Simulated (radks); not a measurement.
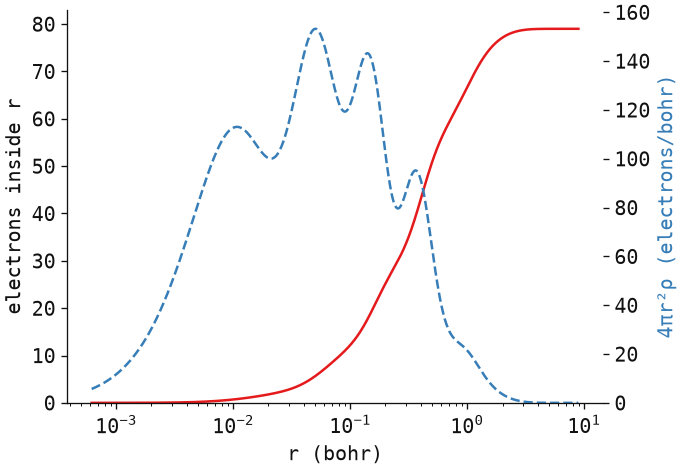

The thallium ion Tl²⁺ in the configuration [Xe] 4f14 5d10 6s1 (high spin). Computed with the in-house radial solver radks: scalar-relativistic Kohn-Sham, SCAN, spin-polarised, spherical densities, finite nucleus.

```
Z 81
configuration [Xe] 4f14 5d10 6s1 6p0 7s0
relativity scalar-relativistic
functional scan,scan
spin polarised
nucleus finite rms 5.4759 fm
c 137.035999084
```

The plot shows the number of electrons inside radius r (solid) and the radial density 4πr²ρ (dashed).

Q: Read the plot.

Answer: The count levels off at 79 electrons. Half of them lie within 0.363 bohr, 90 % within 1.24 bohr and 99 % within 2.44 bohr. The radial density has minima at 0.0210, 0.0902 and 0.255 bohr, where the count stands at 1.9, 11.0 and 30.0; these part the shells that the density resolves.
